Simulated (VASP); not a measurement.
Band structure of Mo (bcc). Level of theory: r2SCAN meta-GGA, VASP's PBE PAW potentials (set 64) (plane waves; VASP).

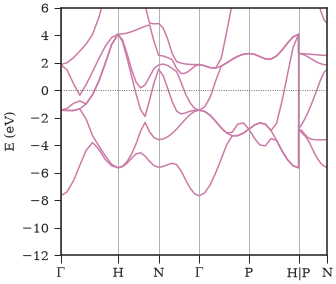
Fig. 1. Bands along high-symmetry lines, zero at the valence-band maximum or, without a gap, the Fermi level

Task: Read the plot: is there a gap, and where are the band edges?

Result: It has no gap at this level: it comes out as a metal or semimetal.

The compound is Mo in the bcc structure. It was relaxed first.
